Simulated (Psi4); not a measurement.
# C2H5AlN2 (SMILES C#[C][Al]([NH2])[NH2]), step by step

We compute a structure relaxation (r2SCAN-D4/def2-SVP), then vibrational wavenumbers of C2H5AlN2. 

Program for the calculation: Psi4 1.11.

### Step 1. The system as given

C2H5AlN2 has 10 atoms, charge 0, and is taken as a singlet. As SMILES, `C#[C][Al]([NH2])[NH2]`. The coordinates come from a PBE0-D4/def2-TZVP relaxation. The run starts from this shape.

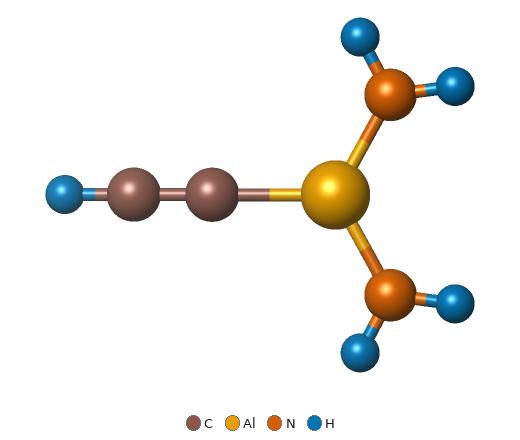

The structure, seen from a chosen angle (carbon brown, aluminium amber, nitrogen orange, hydrogen blue).

### Step 2. A geometry optimisation at r2SCAN-D4/def2-SVP (density fitting) (run 1)

Contents of c2h5aln2.dat:

```
memory 1600 MB

molecule {
  0 1
  C     -2.368100     1.221100     0.873300
  C     -1.345900     0.693600     0.497800
  Al     0.265700    -0.138000    -0.094200
  N      0.247600    -1.861100    -0.467000
  N      1.722400     0.842900    -0.249900
  H     -3.269100     1.686000     1.204200
  H      1.027400    -2.410800    -0.785900
  H     -0.574800    -2.435200    -0.383700
  H      1.750000     1.827100    -0.041300
  H      2.627700     0.523400    -0.550300
}

set {
  basis def2-SVP
  reference rks
  geom_maxiter 60
}

result, w = opt('r2scan-d4', return_wfn=True)
```

Launch:

```
$ psi4 c2h5aln2.dat c2h5aln2.out -n 1
```

c2h5aln2.out:

```text
Psi4 1.11 release

gradient() will perform analytic gradient computation.

   => Loading Basis Set <=

    Name: DEF2-SVP
    Role: ORBITAL
    Keyword: BASIS

   => R2SCAN-D4(BJ,EEQ)ATM: Empirical Dispersion <=

        a1 =       0.515592
        a2 =       5.773429
       alp =      16.000000
        s6 =       1.000000
        s8 =       0.601875
        s9 =       1.000000
        ga =       3.000000
        gc =       2.000000
        wf =       6.000000

         ---------------------------------------------------------
                                   SCF
                              RKS Reference
                        1 Threads,   1525 MiB Core
         ---------------------------------------------------------

  ==> Geometry <==

    Molecular point group: c1
    Full point group: C1

    Geometry (in Angstrom), charge = 0, multiplicity = 1:

       Center              X                  Y                   Z               Mass
    ------------   -----------------  -----------------  -----------------  -----------------
         C           -2.270041620575     1.171363692226     0.833891426632    12.000000000000
         C           -1.247841620575     0.643863692226     0.458391426632    12.000000000000
         AL           0.363758379425    -0.187736307774    -0.133608573368    26.981538530000
[... 6 lines of this table left out ...]
         H            2.725758379425     0.473663692226    -0.589708573368     1.007825032230

  Running in c1 symmetry.

  Rotational constants: A =      0.19986  B =      0.08879  C =      0.06148 [cm^-1]
  Rotational constants: A =   5991.78562  B =   2661.82395  C =   1843.05501 [MHz]
  Nuclear repulsion =  183.107231259528220

  Charge       = 0
  Multiplicity = 1
  Electrons    = 44
  Nalpha       = 22
  Nbeta        = 22

  ==> Algorithm <==

  SCF Algorithm Type is DF.
  DIIS enabled.
  MOM disabled.
  Fractional occupation disabled.
  Guess Type is SAD.
  Energy threshold   = 1.00e-08
  Density threshold  = 1.00e-08
  Integral threshold = 1.00e-12

  ==> Primary Basis <==

  Basis Set: DEF2-SVP
    Blend: DEF2-SVP
    Number of shells: 47
    Number of basis functions: 99
    Number of Cartesian functions: 104
    Spherical Harmonics?: true
    Max angular momentum: 2

  ==> DFT Potential <==

   => LibXC <=

    Version 7.1.2

   => Composite Functional: R2SCAN-D4BJEEQATM <=

    r2SCAN Meta-GGA XC Functional  (0.1021/acs.jpclett.0c02405)

    Deriv               =              1
    GGA                 =           TRUE
    Meta                =           TRUE

    Exchange Hybrid     =          FALSE
    MP2 Hybrid          =          FALSE

   => Exchange Functionals <=

    1.0000   XC_MGGA_X_R2SCAN

   => Correlation Functionals <=

    1.0000   XC_MGGA_C_R2SCAN

   => LibXC Density Thresholds  <==

    XC_MGGA_C_R2SCAN:  1.00E-15
    XC_MGGA_X_R2SCAN:  1.00E-11

   => Molecular Quadrature <=

    Radial Scheme          =       TREUTLER
    Pruning Scheme         =           NONE
    Nuclear Scheme         =       TREUTLER

    Blocking Scheme        =         OCTREE
    BS radius alpha        =              1
    Pruning alpha          =              1
    Radial Points          =             75
    Spherical Points       =            302
    Total Points           =         216723
    Total Blocks           =           1669
    Max Points             =            256
    Max Functions          =             96
    Weights Tolerance      =       1.00E-15

   => Loading Basis Set <=

    Name: (DEF2-SVP AUX)
    Role: JKFIT
    Keyword: DF_BASIS_SCF

  ==> Integral Setup <==

  DFHelper Memory: AOs need 0.040 GiB; user supplied 0.072 GiB.
  SCF_SUBTYPE=INCORE selected. In-core MEM_DF algorithm will be used.
  Using in-core AOs.

  ==> MemDFJK: Density-Fitted J/K Matrices <==

    J tasked:                   Yes
    K tasked:                    No
    wK tasked:                   No
    Memory [MiB]:                73
    Algorithm:                 Core
    Schwarz Cutoff:           1E-12
    Mask sparsity (%):       5.2648
    Fitting Condition:        1E-10

   => Auxiliary Basis Set <=

  Basis Set: (DEF2-SVP AUX)
    Blend: DEF2-UNIVERSAL-JKFIT
    Number of shells: 168
    Number of basis functions: 522
    Number of Cartesian functions: 619
    Spherical Harmonics?: true
    Max angular momentum: 4

  Cached 100.0% of DFT collocation blocks in 1.045 [GiB].

  Minimum eigenvalue in the overlap matrix is 7.9904965368E-04.
  Reciprocal condition number of the overlap matrix is 1.6685001847E-04.
    Using symmetric orthogonalization.

  ==> Pre-Iterations <==

  SCF Guess: Superposition of Atomic Densities via on-the-fly atomic UHF (no occupation information).

   -------------------------
    Irrep   Nso     Nmo
   -------------------------
     A         99      99
   -------------------------
    Total      99      99
   -------------------------

  ==> Iterations <==

                           Total Energy        Delta E     RMS |[F,P]|

[... 1 line left out ...]
   @DF-RKS iter   1:  -430.06217248583874   -1.99023e-01   1.27479e-02 ADIIS/DIIS
[... 2 lines left out ...]
   @DF-RKS iter   4:  -430.78081654046463   -2.46978e-02   2.70856e-03 ADIIS/DIIS
[... 2 lines left out ...]
   @DF-RKS iter   7:  -430.82062794771429   -5.83523e-05   2.36915e-05 DIIS
[... 2 lines left out ...]
   @DF-RKS iter  10:  -430.82063095605338   -1.19570e-09   1.06746e-07 DIIS
[... 2 lines left out ...]
   @DF-RKS iter  13:  -430.82063095610948   -6.82121e-13   1.18551e-09 DIIS
[... 35 lines left out ...]
  @DF-RKS Final Energy:  -430.82063095610948
[... 5 lines left out ...]
    Two-Electron Energy =                 386.9883701876715349
[... 2 lines left out ...]
    VV10 Nonlocal Energy =                  0.0000000000000000
[... 16 lines left out ...]
 Dipole Y            :          0.6329306           -0.8146563           -0.1817257
[... 122 lines left out ...]
	                                 ==> Convergence Check <==
[... 8 lines left out ...]
	  Convergence Criteria     1.00e-06 *    3.00e-04 *             o    1.20e-03 *             o~
[... 139 lines left out ...]
   @DF-RKS iter   0:  -430.80156896280209   -4.30802e+02   6.34605e-04
[... 2 lines left out ...]
   @DF-RKS iter   3:  -430.82145867073865   -3.25892e-04   8.20679e-05 DIIS
[... 2 lines left out ...]
   @DF-RKS iter   6:  -430.82149531543593   -2.05437e-07   7.54387e-07 DIIS
[... 2 lines left out ...]
   @DF-RKS iter   9:  -430.82149531936579   -4.32010e-12   3.83298e-09 DIIS
[... 13 lines left out ...]
  @DF-RKS Final Energy:  -430.82149531936579
[... 5 lines left out ...]
    Two-Electron Energy =                 385.7829464060831697
[... 2 lines left out ...]
    VV10 Nonlocal Energy =                  0.0000000000000000
[... 16 lines left out ...]
 Dipole Y            :          0.6376498           -0.8195553           -0.1819055
[... 91 lines left out ...]
	                                 ==> Convergence Check <==
[... 8 lines left out ...]
	  Convergence Criteria     1.00e-06 *    3.00e-04 *             o    1.20e-03 *             o
[... 108 lines left out ...]
   @DF-RKS iter   0:  -430.82202535462869   -4.30822e+02   3.35814e-05
[... 2 lines left out ...]
   @DF-RKS iter   3:  -430.82150151695083   -3.49228e-07   4.06070e-06 DIIS
[... 2 lines left out ...]
   @DF-RKS iter   6:  -430.82150160638986   -1.46713e-10   7.37559e-08 DIIS
[... 8 lines left out ...]
    Final Occupation by Irrep:
[... 10 lines left out ...]
    One-Electron Energy =                -953.5616255697533461
[... 2 lines left out ...]
    Empirical Dispersion Energy =          -0.0016944410120710
[... 16 lines left out ...]
 Dipole X            :         -1.2392308            1.5905314            0.3513005
[... 44 lines left out ...]
    Weights Tolerance      =       1.00E-15
[... 54 lines left out ...]
	   Step    Total Energy     Delta E     Max Force     RMS Force      Max Disp      RMS Disp
[... 91 lines left out ...]
                           Total Energy        Delta E     RMS |[F,P]|
[... 3 lines left out ...]
   @DF-RKS iter   2:  -430.82150255510533    5.66008e-08   4.09760e-06 DIIS
[... 2 lines left out ...]
   @DF-RKS iter   5:  -430.82150264931255   -4.99881e-10   9.42223e-08 DIIS
[... 2 lines left out ...]
  Energy and wave function converged.
[... 20 lines left out ...]
    Virtual:

      23A     -0.022499    24A     -0.002977    25A      0.018623
      26A      0.089079    27A      0.101875    28A      0.103964
      29A      0.120459    30A      0.133596    31A      0.153868
[... 22 lines of this table left out ...]
      98A      3.418869    99A      3.671055

    Final Occupation by Irrep:
              A
    DOCC [    22 ]
    NA   [    22 ]
    NB   [    22 ]

  @DF-RKS Final Energy:  -430.82150264935530

   => Energetics <=

    Nuclear Repulsion Energy =            181.9804768970777502
    One-Electron Energy =                -953.5797960428737952
    Two-Electron Energy =                 385.8271635839025748
    DFT Exchange-Correlation Energy =     -45.0476526068913046
    Empirical Dispersion Energy =          -0.0016944805705663
    VV10 Nonlocal Energy =                  0.0000000000000000
    Total Energy =                       -430.8215026493552955

Computation Completed

Properties will be evaluated at   0.000000,   0.000000,   0.000000 [a0]

Properties computed using the SCF density matrix

 Multipole Moments:

 ------------------------------------------------------------------------------------
     Multipole            Electronic (a.u.)      Nuclear  (a.u.)        Total (a.u.)
 ------------------------------------------------------------------------------------

 L = 1.  Multiply by 2.5417464519 to convert [e a0] to [Debye]
 Dipole X            :         -1.2401835            1.5907893            0.3506059
 Dipole Y            :          0.6397866           -0.8206757           -0.1808891
 Dipole Z            :          0.4555726           -0.5844502           -0.1288776
 Magnitude           :                                                    0.4150359

 ------------------------------------------------------------------------------------

	total time  =          6 seconds =       0.10 minutes

         ------------------------------------------------------------
                                   SCF GRAD
         ------------------------------------------------------------

  ==> Geometry <==

    Molecular point group: c1
    Full point group: C1

    Geometry (in Angstrom), charge = 0, multiplicity = 1:

       Center              X                  Y                   Z               Mass
    ------------   -----------------  -----------------  -----------------  -----------------
         C           -2.286396550851     1.179723899939     0.839913313395    12.000000000000
         C           -1.251593734780     0.645768388945     0.459769175499    12.000000000000
         AL           0.365570171128    -0.188634745336    -0.134299350576    26.981538530000
[... 6 lines of this table left out ...]
         H            2.746367267798     0.482313606772    -0.592934204208     1.007825032230

  Nuclear repulsion =  181.980476897077750

   => Molecular Quadrature <=

    Radial Scheme          =       TREUTLER
    Pruning Scheme         =           NONE
    Nuclear Scheme         =       TREUTLER

    Blocking Scheme        =         OCTREE
    BS radius alpha        =              1
    Pruning alpha          =              1
    Radial Points          =             75
    Spherical Points       =            302
    Total Points           =         216839
    Total Blocks           =           1668
    Max Points             =            256
    Max Functions          =             96
    Weights Tolerance      =       1.00E-15

  -Total Gradient:
     Atom            X                  Y                   Z
    ------   -----------------  -----------------  -----------------
       1       -0.000025519122     0.000013779696     0.000010096947
       2       -0.000053503552     0.000027654532     0.000019204556
       3       -0.000040583234     0.000020403045     0.000014155626
[... 6 lines of this table left out ...]
      10       -0.000040834527    -0.000009134883     0.000007894931

	total time  =          2 seconds =       0.03 minutes

    			-----------------------------------------

    			 OPTKING 3.0: for geometry optimizations

    			        with contributions from

    			-----------------------------------------

	                            ===> Fragment 1 <==

	 Z (Atomic Numbers)          Masses                          Geom
	       6.000000            12.000000         -4.32066330  2.22935507  1.58720613
	       6.000000            12.000000         -2.36516938  1.22032540  0.86883782
	      13.000000            26.981539          0.69082750 -0.35646801 -0.25378899
[... 6 lines of this table left out ...]
	       1.000000             1.007825          5.18988198  0.91144062 -1.12048326

	 - Coordinate -           - BOHR/RAD -       - ANG/DEG -
	 R(1,2)           =         2.314768           1.224922
	 R(1,6)           =         2.033850           1.076267
	 R(2,3)           =         3.617414           1.914253
[... 26 lines of this table left out ...]
	 D(5,3,4,8)       =        -3.141526        -179.996207

	        --- Internal Coordinate Step in ANG or DEG, aJ/ANG or AJ/DEG ---
	-------------------------------------------------------------------------------
	           Coordinate      Previous         Force          Change          New
	           ----------      --------        ------          ------        ------
	               R(1,2)       1.22492        0.00017        0.00001       1.22493
	               R(1,6)       1.07627        0.00002        0.00000       1.07627
	               R(2,3)       1.91425        0.00005        0.00001       1.91426
[... 26 lines of this table left out ...]
	           D(5,3,4,8)    -179.99621       -0.00000       -0.00066    -179.99687
	-------------------------------------------------------------------------------

	                                 ==> Convergence Check <==

	Measures of convergence in internal coordinates in au.

	Criteria marked as inactive (o), active & met (*), and active & unmet ( ).

	----------------------------------------------------------------------------------------------
	   Step    Total Energy     Delta E     Max Force     RMS Force      Max Disp      RMS Disp
	----------------------------------------------------------------------------------------------
	  Convergence Criteria     1.00e-06 *    3.00e-04 *             o    1.20e-03 *             o
	----------------------------------------------------------------------------------------------
	     4    -430.82150265   -1.04e-06      5.35e-05 *    2.17e-05 o    4.74e-04 *    1.56e-04 o  ~
	----------------------------------------------------------------------------------------------

Next Geometry in Ang
	Fragment 1 (Ang)

	    C  -2.2863036580   1.1796683589   0.8398781919
	    C  -1.2514914579   0.6457159737   0.4597317825
	   Al   0.3656820951  -0.1886856922  -0.1343402809
[... 6 lines of this table left out ...]
	    H   2.7465665369   0.4827213685  -0.5928847821

    Final optimized geometry and variables:
    Molecular point group: c1
    Full point group: C1

    Geometry (in Angstrom), charge = 0, multiplicity = 1:

    C           -2.286396550851     1.179723899939     0.839913313395
    C           -1.251593734780     0.645768388945     0.459769175499
    AL           0.365570171128    -0.188634745336    -0.134299350576
[... 6 lines of this table left out ...]
    H            2.746367267798     0.482313606772    -0.592934204208

    Psi4 run time: 0:00:36.94

[set-up sections that repeat, and orbital energies of the middle runs, are left out above]
```

The script printed:

```text
Interior angle of 180.0 for bend B([5, 0, 2]) can't work in good torsion
Interior angle of 180.0 for bend B([5, 0, 2]) can't work in good torsion
Optimizer: Optimization complete!
```

It took 38 s on 1 thread of Intel Xeon 6975P-C (Granite Rapids), shared host; peak memory 1.4 GiB.

The path in brief:

| step | energy from the first frame kept (eV) | largest force (eV/Å) |
| --- | --- | --- |
| 0 | 0.0000 | 1.4079 |
| 1 | -0.0235 | 0.0798 |
| 2 | -0.0237 | 0.0215 |
| 3 | -0.0237 | 0.0056 |

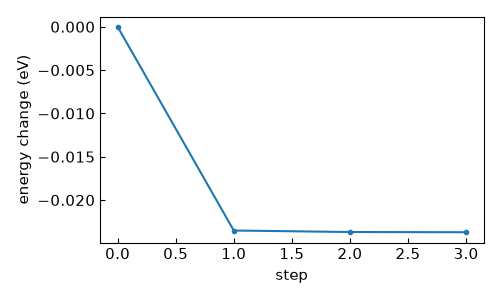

Energy along the run.

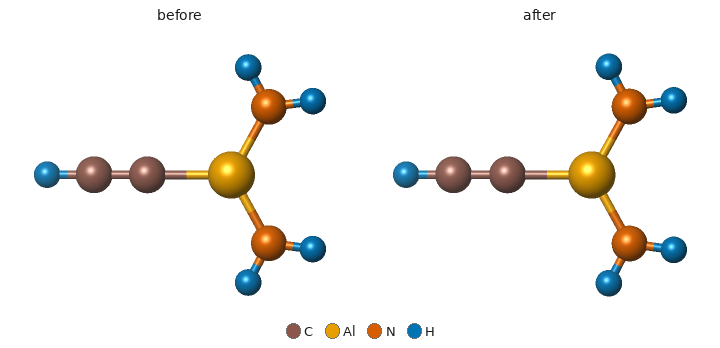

Before and after, at one scale.

After the run. Bond lengths: C1–C2 1.225 Å, C2–Al3 1.914 Å, Al3–N4 1.771 Å, Al3–N5 1.771 Å, C1–H6 1.076 Å, N4–H7 1.014 Å, N4–H8 1.015 Å, N5–H9 1.015 Å, N5–H10 1.014 Å. Some angles: C1–C2–Al3 180.0°, C2–Al3–N4 118.9°, C2–Al3–N5 118.9°, N4–Al3–N5 122.1°, C2–C1–H6 180.0°, Al3–N4–H7 127.0°, Al3–N4–H8 123.5°, Al3–N5–H9 123.5°, Al3–N5–H10 127.0°, H7–N4–H8 109.5°.

### Step 3. Vibrational wavenumbers at r2SCAN-D4/def2-SVP (density fitting) (run 2)

Contents of run.py:

```python
import psi4

psi4.set_memory('1600 MB')
psi4.set_num_threads(1)
psi4.core.set_output_file('run.log', False)

molecule = psi4.geometry("""
0 1
C     -4.50596691     2.32334268     1.66167776
C     -2.55047264     1.31431397     0.94330971
Al     0.50552442    -0.26247918    -0.17931800
N      0.47393197    -3.53405052    -0.88781034
N      3.27291494     1.59757636    -0.47575934
H     -6.22415692     3.20990580     2.29284628
H      1.94916557    -4.59637707    -1.49578815
H     -1.08826871    -4.63607266    -0.73197219
H      3.33501512     3.47353016    -0.08058926
H      5.00457870     1.00542878    -1.04601254
units bohr
""")

psi4.set_options({
    'basis': 'def2-SVP',
    't': 900.0,
    'rotational_symmetry_number': 2,
})

e_tot = psi4.frequencies("r2scan-d4")
print(f'r2scan-d4 energy: {e_tot:.10f} Eh')
for k in ('ZPVE', 'ENTHALPY', 'GIBBS FREE ENERGY'):
    print(f'{k}: {psi4.variable(k):.8f} Eh')
```

Launch:

```
$ python run.py
```

run.log, shortened:

```text
[...]
  Running in c1 symmetry.
[...]
  Nuclear repulsion =  181.980489234198728
[...]
  Multiplicity = 1
[...]
  Nalpha       = 22
  Nbeta        = 22
[...]
    Number of basis functions: 99
[...]
   @DF-RKS iter   1:  -430.07288373266164   -2.45806e-01   1.26557e-02 DIIS/ADIIS
[...]
   @DF-RKS iter  13:  -430.82150216937180   -9.09495e-13   1.37182e-09 DIIS
[...]
  @DF-RKS Final Energy:  -430.82150216937180
   => Energetics <=
    Nuclear Repulsion Energy =            181.9764081477985087
    One-Electron Energy =                -953.5724787267549800
    Two-Electron Energy =                 385.8235118691358139
    DFT Exchange-Correlation Energy =     -45.0472490142857609
    Empirical Dispersion Energy =          -0.0016944452654766
    VV10 Nonlocal Energy =                  0.0000000000000000
    Total Energy =                       -430.8215021693717972
[...]
  -Total Gradient:
     Atom            X                  Y                   Z
    ------   -----------------  -----------------  -----------------
       1       -0.000025201247     0.000013253339     0.000009531701
       2       -0.000056511293     0.000028720083     0.000008734216
       3       -0.000039100633     0.000029987512     0.000017421503
       4       -0.000102033250    -0.000010687687     0.000029981668
       5       -0.000431799900    -0.000048171131     0.000102084858
       6       -0.000038971607     0.000020042142     0.000015093471
       7       -0.000015625342     0.000039383484     0.000007741409
       8       -0.000026695875     0.000001514633     0.000012680236
       9       -0.000070973782     0.000359386222     0.000111331970
      10        0.000392626368    -0.000220410571    -0.000162527117
[...]
  ==> Harmonic Vibrational Analysis <==
[...]
  Freq [cm^-1]                 106.5457            158.6716            181.8648
[...]
  IR activ [km/mol]             0.4099              1.5700              1.8125
[...]
  Freq [cm^-1]                 246.5434            295.6453            299.1553
[...]
  IR activ [km/mol]             0.0000             24.8320             71.1271
[...]
  Freq [cm^-1]                 719.8180            723.8923            808.0899
[...]
  Freq [cm^-1]                 903.1797           1523.5970           1532.2893
[...]
  Freq [cm^-1]                2102.9261           3450.2485           3593.9398
[...]
  Freq [cm^-1]                3594.9759           3685.4838           3685.7946
[...]
```

The script printed:

```text
Warning: used thermodynamics relations inappropriate for low-frequency modes: ['106.5457' '158.6716' '181.8648' '246.5434' '295.6453' '299.1553'
 '357.8397' '381.0549' '385.9178' '532.1030' '593.3496']
r2scan-d4 energy: -430.8215026493 Eh
ZPVE: 0.06955951 Eh
ENTHALPY: -430.70721319 Eh
GIBBS FREE ENERGY: -430.88357367 Eh
```

Run time: 10 min. Hardware: 1 thread of Intel Xeon 6975P-C (Granite Rapids), shared host; peak memory 1.4 GiB.

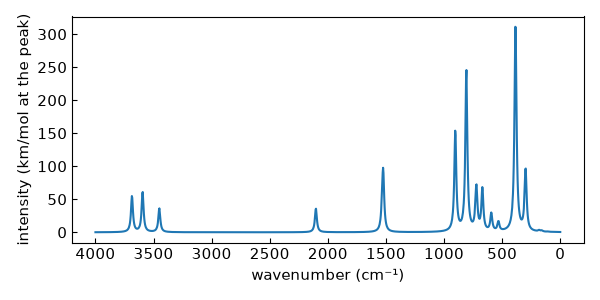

Harmonic infrared spectrum, unscaled, lines broadened by 10 cm⁻¹.

### Step 4. Outcome

| quantity | value |
| --- | --- |
| run 1, r2SCAN-D4/def2-SVP: total energy at the end | -430.82150 Eh |
| run 1, r2SCAN-D4/def2-SVP: dipole moment | 1.05 D |
| run 1, r2SCAN-D4/def2-SVP: HOMO energy | -5.55 eV |
| run 1, r2SCAN-D4/def2-SVP: LUMO energy | -0.61 eV |
| run 1, r2SCAN-D4/def2-SVP: HOMO–LUMO gap | 4.94 eV |
| run 1, r2SCAN-D4/def2-SVP: dispersion energy | -4.45 kJ/mol |
| run 2, r2SCAN-D4/def2-SVP: lowest harmonic wavenumber | 107 cm⁻¹ |
| run 2, r2SCAN-D4/def2-SVP: highest harmonic wavenumber | 3686 cm⁻¹ |
| run 2, r2SCAN-D4/def2-SVP: zero-point energy | 182.6 kJ/mol |
| run 2, r2SCAN-D4/def2-SVP: ideal-gas entropy at 900 K (symmetry number 2 as used) | 123.0 cal/(mol K) |

The optimisation (run 1, r2SCAN-D4/def2-SVP) took 4 steps and changed the energy by -0.024 eV. All 24 modes (run 2, r2SCAN-D4/def2-SVP) are real, so the shape is a minimum at this level.
